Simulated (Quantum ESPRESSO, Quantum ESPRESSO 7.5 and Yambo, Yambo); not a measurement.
# SnO2 (Cassiterite): G0W0 on several meshes in Yambo

Aim: the GW shift of SnO2 (Cassiterite) against the k mesh.

Program: Quantum ESPRESSO 7.5 and Yambo 5.3.0. Level of theory: PBE and many-body steps on it, plane waves. Results are calculated unless marked as measured.

### Step 1. Starting point

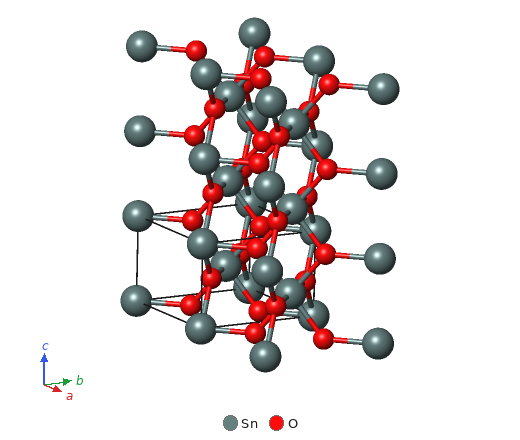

Start, viewed from a free direction; tin teal, oxygen red. 2×1×3 cells are drawn. Some periodic images of atoms are drawn too.

The cell and positions come from the Crystallography Open Database and are kept as given unless a step says otherwise.

### Step 2. Empty states on the mesh, 4×4×4 mesh, 247 bands

This step: Quantum ESPRESSO 7.5; DFT, PBE, plane waves, norm-conserving pseudopotentials.

The sums over transitions need many empty states on a uniform mesh; this step solves for them.

Input file pw.in:

```
&control
  calculation = 'nscf'
  prefix = 'x'
  outdir = 'o'
  pseudo_dir = 'pseudo'
/
&system
  ibrav = 0
  nat = 6
  ntyp = 2
  ecutwfc = 84.0
  nbnd = 247
  force_symmorphic = .true.
/
&electrons
  conv_thr = 1e-9
  electron_maxstep = 80
  diago_full_acc = .true.
  diago_thr_init = 5e-6
/
ATOMIC_SPECIES
  Sn 118.71 Sn.upf
  O 15.999 O.upf
CELL_PARAMETERS angstrom
  4.7380000000 0.0000000000 0.0000000000
  0.0000000000 4.7380000000 0.0000000000
  0.0000000000 0.0000000000 3.1865000000
ATOMIC_POSITIONS crystal
  Sn 0.0000000000 0.0000000000 0.0000000000
  Sn 0.5000000000 0.5000000000 0.5000000000
  O 0.3071000000 0.3071000000 0.0000000000
  O 0.1929000000 0.8071000000 0.5000000000
  O 0.6929000000 0.6929000000 0.0000000000
  O 0.8071000000 0.1929000000 0.5000000000
K_POINTS automatic
  4 4 4 0 0 0
```

On the command line:

```bash
OMP_NUM_THREADS=1 mpirun -n 4 pw.x -nk 4 -in pw.in > pw.out
```

What it wrote:

```text
Program PWSCF v.7.5 starts

     This program is part of the open-source Quantum ESPRESSO suite
     for quantum simulation of materials; please cite
         "P. Giannozzi et al., J. Phys.:Condens. Matter 21 395502 (2009);
         "P. Giannozzi et al., J. Phys.:Condens. Matter 29 465901 (2017);
         "P. Giannozzi et al., J. Chem. Phys. 152 154105 (2020);
     in publications or presentations arising from this work. More details at

     Atomic positions and unit cell read from directory:
     o/x.save/

     Message from routine setup:
[...]
45.2284  45.2284  46.1404  46.1404  46.5071  46.5071  48.8842  48.8842
     [... 19 further rows ...]
   116.6566 116.6566 118.1098 118.1098 118.1579 118.1579 119.5315 119.5315
   119.8166 119.8166 121.0532 121.0532 121.2233 121.2233 122.1072

          k = 0.0000 0.2500 0.0000 (  6268 PWs)   bands (ev):

     [... further k-points ...]

     highest occupied, lowest unoccupied level (ev):    11.2482   12.5370

     XML data file, pseudopotentials, collected wavefunctions

=------------------------------------------------------------------------------=
   JOB DONE.
=------------------------------------------------------------------------------=
```

Run time: 1.8 min. Hardware: 4 MPI ranks of Arm Neoverse V1, shared host; peak memory 0.75 GiB.

This step gave:

```
gap                                                           : 1.289 eV
k of the valence top                                          : 0, 0, 0
k of the conduction bottom                                    : 0, 0, 0
least direct gap                                              : 1.289 eV
k points computed                                             : 21
lowest point of the top converged band, above the valence top : 109.8619 eV
```

On this mesh the gap is 1.289 eV.

The density comes from a self-consistent run that is not shown.

### Step 3. Conversion and set-up

This step: Yambo 5.3.0; conversion and set-up on PBE, plane waves, norm-conserving pseudopotentials.

The states are converted to the many-body program's format and the q mesh is built.

On the command line:

```bash
(cd o/x.save; p2y > p2y.log; mv SAVE ../..); yambo > setup.log
```

What it wrote:

```text
 Yambo, version 5.3.0

 [02] CORE Variables Setup
 =========================

  [02.01] Unit cells
  ==================

  Cell kind             :  Unknown
  Atoms in the cell     :  Sn  O
  number of Sn atoms    :  2
  number of O  atoms    :   4

  List of atomic masses
  Mass of Sn    :  118.7100
  Mass of O     :  15.99900

  List of atomic coordinates    : [cc]
  Sn1       :  0.000000  0.000000  0.000000  order 1
  Sn2       :  4.476761  4.476761  3.010806  order 2
  O1       :  2.749627  2.749627  0.000000  order 3
  O2       :  1.727134  7.226388  3.010806  order 4
[...]
K/Q-points units:
 rlu = crystal or reduced units; cc = cartesian coordinates; iku = interal k-units

 Q [ 1]         [rlu]:  0.000000  0.000000  0.000000
 Q [ 2]         [rlu]:  0.000000  0.000000  0.250000
 Q [ 3]         [rlu]:  0.000000  0.000000 -0.500000
[...]
Q [ 8]         [rlu]:  0.000000 -0.500000  0.250000
 Q [ 9]         [rlu]:  0.000000 -0.500000 -0.500000
 Q [10]         [rlu]:  0.250000  0.250000  0.000000
     [... 9 further rows ...]
 Q [20]         [rlu]: -0.250000  0.250000 -0.250000
 Q [21]         [rlu]: -0.250000  0.250000  0.500000

  [03.01] X indexes
  =================

   [03.01.01] Sigma indexes
   ========================

 [06] Game Over & Game summary
```

It took 3.1 s on 1 MPI rank; peak memory 0.25 GiB.

### Step 4. 4×4×4

G0W0 replaces the xc potential by the self-energy, built once from these orbitals. Only a window of levels is corrected, while the sums run over the empty bands that the input names.

This step: G0W0 on PBE, plane waves, norm-conserving pseudopotentials.

Input file gw2.in:

```
HF_and_locXC
gw0
dyson
ppa
em1d
rim_cut
RandQpts= 1000000
RandGvec= 1 RL
EXXRLvcs= 84 Ry
VXCRLvcs= 336 Ry
Chimod= "HARTREE"
% BndsRnXp
 1 | 121 |
%
NGsBlkXp= 9 Ry
% LongDrXp
 1 | 1 | 1 |
%
% GbndRnge
 1 | 121 |
%
DysSolver= "n"
ExtendOut
PPAPntXp= 27.21138 eV
% QPkrange
 1 | 1 | 33 | 36 |
%
```

On the command line:

```bash
OMP_NUM_THREADS=1 mpirun -n 4 yambo -F gw2.in -J gw2 -C gw2 > gw2.log
```

What it wrote:

```text
 Yambo, version 5.3.0

 [02] CORE Variables Setup
 =========================

  [... cell, symmetries and grids as in the set-up ...]

  [02.05] Energies & Occupations
  ==============================

  [X] === General ===
  [X] Electronic Temperature                        :  0.000000  0.000000 [eV K]
  [X] Bosonic    Temperature                        :  0.000000  0.000000 [eV K]
  [X] Finite Temperature mode                       : no
  [X] El. density                                   :  0.95062E+24 [cm-3]
  [X] Fermi Level                                   :  11.24816 [eV]

  [X] === Gaps and Widths ===
  [X] Conduction Band Min                           :  1.288876 [eV]
  [X] Valence Band Max                              :  0.000000 [eV]
  [X] Filled Bands                                  :   34
  [X] Empty Bands                                   :   35  247
  [X] Direct Gap                                    :  1.288876 [eV]
  [X] Direct Gap localized at k                     :  1
  [X] Indirect Gap                                  :  1.288876 [eV]
  [X] Indirect Gap between kpts                     :  1  1
  [X] Last valence band width                       :  1.252527 [eV]
  [X] 1st conduction band width                     :  5.193998 [eV]

 [03] Transferred momenta grid and indexing
 ==========================================

 IBZ Q-points                                      :  21
 BZ  Q-points                                      :   64

 K/Q-points units:
 rlu = crystal or reduced units; cc = cartesian coordinates; iku = interal k-units

 Q [ 1]         [rlu]:  0.000000  0.000000  0.000000
 Q [ 2]         [rlu]:  0.000000  0.000000  0.250000
 Q [ 3]         [rlu]:  0.000000  0.000000 -0.500000
 Q [ 4]         [rlu]:  0.000000  0.250000  0.000000
 Q [ 5]         [rlu]:  0.000000  0.250000  0.250000
 Q [ 6]         [rlu]:  0.000000  0.250000 -0.500000
 Q [ 7]         [rlu]:  0.000000 -0.500000  0.000000
 Q [ 8]         [rlu]:  0.000000 -0.500000  0.250000
 Q [ 9]         [rlu]:  0.000000 -0.500000 -0.500000
 Q [10]         [rlu]:  0.250000  0.250000  0.000000
     [... 9 further rows ...]
 Q [20]         [rlu]: -0.250000  0.250000 -0.250000
 Q [21]         [rlu]: -0.250000  0.250000  0.500000

 [04] Coloumb potential Random Integration (RIM)
 ===============================================

  [04.01] RIM initialization
  ==========================

  * Diagonal components only detected *

  8 x (sBL volume)        :  0.064232 [a.u.]
  sBZ random points       :  1000000
  Points outside the sBZ  :   7992674
  RL volume               :  0.513853 [a.u.]
  Integrated volume       :  0.514324 [a.u.]

  [04.02] RIM integrals
  =====================

  Gamma point sphere radius             :  0.072644 [a.u.]
  Points outside the sphere             :   799713
  [Int_sBZ(q=0) 1/q^2]*(Vol_sBZ)^(-1/3) =:  7.541870
                                 should be <:  7.795600

  Summary of Coulomb integrals for non-metallic bands |Q|[au] RIM/Bare

  Q [1] 0.100000E-4 0.967452 * Q [4] 0.175439 0.953374
  Q [19] 0.248108 0.995592 * Q [10] 0.248108 0.994735
  Q [2] 0.260860 1.178302 * Q [5] 0.314367 1.089818
  Q [7] 0.350878 0.993213 * Q [11] 0.360008 1.051976
  Q [20] 0.360008 1.053430 * Q [13] 0.392293 0.996431
  Q [8] 0.437222 1.022065 * Q [14] 0.471107 1.016278
  Q [16] 0.496216 0.999063 * Q [3] 0.521720 1.045184
  Q [6] 0.550427 1.036830 * Q [17] 0.560605 1.008497
  Q [12] 0.577710 1.030447 * Q [21] 0.577710 1.030360
  Q [9] 0.628734 1.021636 * Q [15] 0.652752 1.018623
  Q [18] 0.720015 1.012895

 [WARNING] [Xp] User bands 1-121 break level degeneracy

 [05] Dipoles
 ============

  [05.01] Setup: observables and procedures
  =========================================

  [WARNING] [x,Vnl] slows the Dipoles computation. To neglect it rename the ns.kb_pp file

 [06] Dynamic Dielectric Matrix (PPA)
 ====================================

 [WR./gw2//ndb.pp]---------------------------------------------------------------
  Brillouin Zone Q/K grids (IBZ/BZ)                :   21   64   21   64
  RL vectors                                       :   7807 [WF]
  Coulomb cutoff potential                         : none
  Electronic Temperature                           :  0.000000 [K]
  Bosonic    Temperature                           :  0.000000 [K]
  PPA    diel. fun.  energies                      : Perdew, Burke & Ernzerhof(X)+Perdew, Burke & Ernzerhof(C)
  wavefunctions                                    : Perdew, Burke & Ernzerhof(X)+Perdew, Burke & Ernzerhof(C)
  Global Gauge                                     : length
  X matrix size                                    :  233
  X band range                                     :    1  121
  X e/h energy range                               : -1.000000 -1.000000 [eV]
  X Time ordering                                  : R
  X Hxc Kernel                                     : HARTREE
  X Drude frequency                                :  0.000000  0.000000
  X poles                                          :  100.0000 [o/o]
  RL vectors in the sum                            :   7807
  [r,Vnl] included                                 : yes
  Field direction                                  :  0.577350E-5  0.577350E-5  0.577350E-5
  BZ energy Double Grid                            : no
  BZ energy DbGd points                            : 0
  BZ Q point size factor                           : -1.000000
  X Optical Averaged directions                    : none

 [07] Local Exchange-Correlation + Non-Local Fock
 ================================================

 [VXC] Plane waves :   50163
 [EXS] Plane waves :   6281

 QP @ state[ 1 ] K range:  1  1
 QP @ state[ 1 ] b range:   33   36

 [xc] Functional : Perdew, Burke & Ernzerhof(X)+Perdew, Burke & Ernzerhof(C)
 [xc] LIBXC used to calculate xc functional
  PP Number of Atomic Species                      :  2
  NLCC RL compoments                               :   50163
  PP Number of Atomic Species                      :  2
  NLCC RL compoments                               :   50163

 [xc] E_xc :  -50.05440 [Ha]
      E_xc :  -100.1088 [Ry]

  Local XC kind (lXC) : Perdew, Burke & Ernzerhof(X)+Perdew, Burke & Ernzerhof(C)
  Non-Local XC kind (nlXC) : Hartree-Fock

  Corrections @ K [1] :  [eV]
 <33|nlXC|33> = -25.49616 -0.37216E-17 <33|lXC|33> = -19.98046  0.94408E-16
 <34|nlXC|34> = -26.18291  0.10889E-16 <34|lXC|34> = -20.31378 -0.62041E-23
 <35|nlXC|35> = -12.63275  0.61482E-17 <35|lXC|35> = -16.49766  0.40569E-19
 <36|nlXC|36> = -10.66763  0.35746E-17 <36|lXC|36> = -16.29486  0.18884E-15

 [08] Dyson equation: Newton solver
 ==================================

  [08.01] G0W0 (W PPA)
  ====================

  [  GW  ] Bands range     :    1  121
  [GW/PPA] G damping       :  0.100000 [eV]

  QP @ state[ 1 ] K range:  1  1
  QP @ state[ 1 ] b range:   33   36

   Sc/G bands                                       :    1  121
   Sc/G damping                                     :  0.100000 ev
   Sc bands terminator                              : no
   Sx RL components                                 :   6281

   QP @ state[ 1 ] K range                          :  1  1
   QP @ state[ 1 ] b range                          :   33   36
   GF energies kind                                 : Perdew, Burke & Ernzerhof(X)+Perdew, Burke & Ernzerhof(C)
   GF WF`s kind                                     : Perdew, Burke & Ernzerhof(X)+Perdew, Burke & Ernzerhof(C)
   Xs energies kind                                 : Perdew, Burke & Ernzerhof(X)+Perdew, Burke & Ernzerhof(C)
   Xs WF`s kind                                     : Perdew, Burke & Ernzerhof(X)+Perdew, Burke & Ernzerhof(C)

 [11] Game Over & Game summary
```

Run time: 6.1 min. Hardware: 4 MPI ranks; peak memory 4 GiB.

This step gave:

```
G0W0 gap on the points computed              : 2.727 eV
starting gap on the mesh                     : 1.289 eV
k of the valence top                         : 0, 0, 0
k of the conduction bottom                   : 0, 0, 0
least direct G0W0 gap on the computed points : 2.727 eV
Z at the valence top                         : 0.7874
Z at the conduction bottom                   : 0.8407
```

The gap on the mesh goes from 1.29 eV to 2.73 eV, a correction of +1.44 eV.

### Step 5. Empty states on the mesh, 2×2×4 mesh, 121 bands

This step: Quantum ESPRESSO 7.5; DFT, PBE, plane waves, norm-conserving pseudopotentials.

Changes to pw.in since step 2:

```diff
@@ -11,3 +11,3 @@
   ecutwfc = 84.0
-  nbnd = 247
+  nbnd = 121
   force_symmorphic = .true.
@@ -35,2 +35,2 @@
 K_POINTS automatic
-  4 4 4 0 0 0
+  2 2 4 0 0 0
```

On the command line:

```bash
OMP_NUM_THREADS=1 mpirun -n 4 pw.x -nk 4 -in pw.in > pw.out
```

What it wrote:

```text
[banner, memory and clock lines left out]
Program PWSCF v.7.5 starts

     Atomic positions and unit cell read from directory:
     o/x.save/

     Message from routine setup:
     using ibrav=0 with symmetry is DISCOURAGED, use correct ibrav instead

     G-vector sticks info

     bravais-lattice index     =            0
     lattice parameter (alat)  =       8.9535  a.u.
     unit-cell volume          =     482.7259 (a.u.)^3
     number of atoms/cell      =            6
     number of atomic types    =            2
     number of electrons       =        68.00
[...]
[... 4 further rows ...]
[...]
70.5184

          k = 0.0000 0.0000-0.7434 (  6274 PWs)   bands (ev):

  -116.6529-116.6529 -72.4818 -72.4818 -72.4387 -72.4387 -72.4385 -72.4385
[...]
45.2284  45.2284  46.1404  46.1404  46.5071  46.5071  48.8842  48.8842
     [... 4 further rows ...]
    67.5982  67.5982  67.6161  67.6161  68.7901  68.7901  69.1184  69.1184
    69.5131

          k = 0.0000-0.5000 0.0000 (  6250 PWs)   bands (ev):

     [... further k-points ...]

     highest occupied, lowest unoccupied level (ev):    11.2482   12.5370

     XML data file, pseudopotentials, collected wavefunctions
```

The job ended after 19 s (4 MPI ranks; peak memory 0.49 GiB; 74 s of CPU time).

Numbers from this step:

```
gap                                                           : 1.289 eV
k of the valence top                                          : 0, 0, 0
k of the conduction bottom                                    : 0, 0, 0
least direct gap                                              : 1.289 eV
k points computed                                             : 9
lowest point of the top converged band, above the valence top : 58.2650 eV
```

On this mesh the gap is 1.289 eV.

### Step 6. Conversion and set-up

This step: Yambo 5.3.0; conversion and set-up on PBE, plane waves, norm-conserving pseudopotentials.

On the command line:

```bash
(cd o/x.save; p2y > p2y.log; mv SAVE ../..); yambo > setup.log
```

What it wrote:

```text
 Yambo, version 5.3.0

 [02] CORE Variables Setup
 =========================

  [02.01] Unit cells
  ==================

  Cell kind             :  Unknown
  Atoms in the cell     :  Sn  O
  number of Sn atoms    :  2
  number of O  atoms    :   4

  List of atomic masses
  Mass of Sn    :  118.7100
  Mass of O     :  15.99900

  List of atomic coordinates    : [cc]
  Sn1       :  0.000000  0.000000  0.000000  order 1
  Sn2       :  4.476761  4.476761  3.010806  order 2
  O1       :  2.749627  2.749627  0.000000  order 3
  O2       :  1.727134  7.226388  3.010806  order 4
[...]
==========================================

 IBZ Q-points                                      :   9
 BZ  Q-points                                      :  16

 K/Q-points units:
 rlu = crystal or reduced units; cc = cartesian coordinates; iku = interal k-units

 Q [1]          [rlu]:  0.000000  0.000000  0.000000
 Q [2]          [rlu]:  0.000000  0.000000  0.250000
 Q [3]          [rlu]:  0.000000  0.000000 -0.500000
[...]
Q [8]          [rlu]: -0.500000 -0.500000  0.250000
 Q [9]          [rlu]: -0.500000 -0.500000 -0.500000

  [03.01] X indexes
  =================

   [03.01.01] Sigma indexes
   ========================

 [06] Game Over & Game summary
```

It took 2.3 s on 1 MPI rank; peak memory 0.24 GiB.

(Continued in part 2 of 2.)

[Paths, hosts, dates, memory and timing lines, banners, echoed tables and standing remarks are left out of the program output.]

[Logs are printed without paths, hosts, clocks, repeated set-up lines and the standing remarks that a program may print on its own settings, such as how far it seeks lower states.]

[Runs of the session that timed out or met a known fault of the program may be left out.]

[Hosts, paths, dates, database ids (printed as entryN), source tags and the programs' standing remarks are cut or masked in the printed files.]
